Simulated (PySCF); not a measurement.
# HOF (hypofluorous acid) at QCISD(T)/DZVP

Aim: a single-point energy of HOF (hypofluorous acid). Input form: a Python script.

The results are computed with PySCF 2.14.0.

5 further runs of the same task are left out: 1 that didn't finish, 4 set aside as unsound or not needed.

### Step 1. The molecule

The species is HOF (3 atoms), meant as a singlet with charge 0. SMILES: `OF`. The shape is built from the SMILES string.

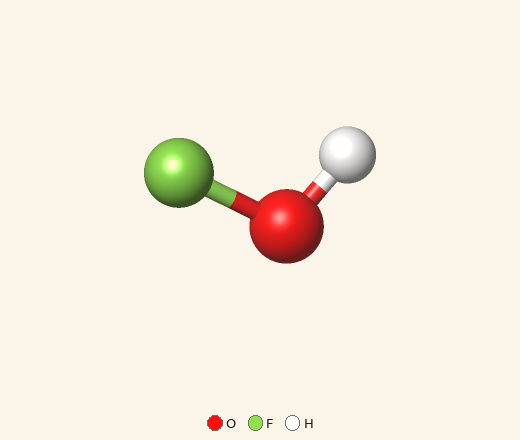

The structure, seen from a chosen angle (oxygen red, fluorine green, hydrogen white).

### Step 2. The energy at QCISD(T)/DZVP

calc.py

```python
from pyscf import gto, cc
from rdkit import Chem
from rdkit.Chem import AllChem

rd = Chem.AddHs(Chem.MolFromSmiles('OF'))
AllChem.EmbedMolecule(rd, randomSeed=415)
AllChem.UFFOptimizeMolecule(rd)
xyz = rd.GetConformer().GetPositions()
geom = [(a.GetSymbol(), tuple(x)) for a, x in zip(rd.GetAtoms(), xyz)]
for s, x in geom:
    print('%-2s %12.6f %12.6f %12.6f' % (s, *x))

molecule = gto.M(
    atom=geom,
    basis='dzvp',
    verbose=3,
    max_memory=1860,
)

calc0 = molecule.RHF()
calc0.kernel()

mycc = cc.QCISD(calc0, frozen=2)
mycc.kernel()
e_t = mycc.qcisd_t()
energy = mycc.e_tot + e_t
print('E = %.10f Eh' % energy)
```

Run with:

```console
$ OMP_NUM_THREADS=1 python calc.py
```

Standard output:

```text
O     -0.170216     0.448662     0.000000
F      1.002791    -0.161196     0.000000
H     -0.832575    -0.287466     0.000000
converged SCF energy = -174.743901682967
E(QCISD) = -175.1032119184802  E_corr = -0.3593102355131836
QCISD(T) correction = -0.00647494368467432
E = -175.1096868622 Eh
```

It took 1.9 s on 1 thread of AMD EPYC 7R43 (Zen 3), shared host; peak memory 0.16 GiB.

### Step 3. Outcome

Level: QCISD(T)/DZVP, 2 core orbitals frozen.

| quantity | value |
| --- | --- |
| total energy | -175.10969 Eh |
| dipole moment (Hartree–Fock density) | 2.26 D |
| HOMO energy (Hartree–Fock orbitals) | -14.24 eV |
| LUMO energy (Hartree–Fock orbitals) | 4.91 eV |
| HOMO–LUMO gap (Hartree–Fock orbitals) | 19.15 eV |
| correlation energy (2 core orbitals frozen) | -365.8 mEh |
| (T) correction | -6.47 mEh |
| T1 diagnostic | 0.012 |

In words: The triples make up 1.8 % of the correlation energy.
